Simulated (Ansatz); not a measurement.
Hypothetical fluorite YbSi2 under a change: Yb interstitial (started 2.75 Å from the nearest host atom), symmetric start

The parent structure is a 12-atom supercell of YbSi2 in the fluorite structure (space group Fm-3m, No. 225; a = 6.3428 Å; a hypothetical phase, not in the database extracts checked) at its relaxed geometry.

One thing is altered: a neutral Yb interstitial (started 2.75 Å from the nearest host atom), symmetric start, atoms relaxed at fixed cell.

Computed with PBEsol (Ansatz, an electronic-structure program), no spin-orbit coupling. Γ-centred 6×6×6 mesh, Fermi–Dirac width 0.05 eV.

| quantity | base | changed | shift |
|---|---|---|---|
| pressure | 0.1 GPa | 5.0 GPa | +4.9 GPa |
| largest displacement of a host atom from its site in the perfect cell | – | 0.14 Å | – |
| final site of the added atom | – | 8 Si at 2.88 Å (cubic) | – |

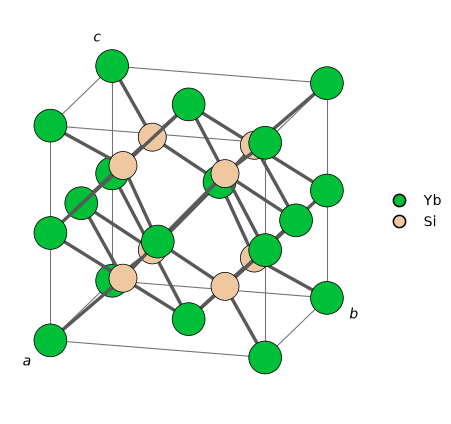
The relaxed cell after the change

The magnetic state is the one reached from the starting moments; the real material's order can differ, and small cells can't hold many antiferromagnetic ones. The state of the 4f shell was not checked for lower solutions. In so small a cell the defect repeats every few ångströms: this is an ordered compound, not a dilute defect. The defect started on the symmetric site and kept its symmetry, so it may sit on a saddle. Seeded moments were not kept for Yb interstitial (started 2.75 Å from the nearest host atom) and the base. Spin-polarised in the final run: Yb interstitial (started 2.75 Å from the nearest host atom); the other runs are not. The defect cell is spin-polarised and ends with 0.0 μB.
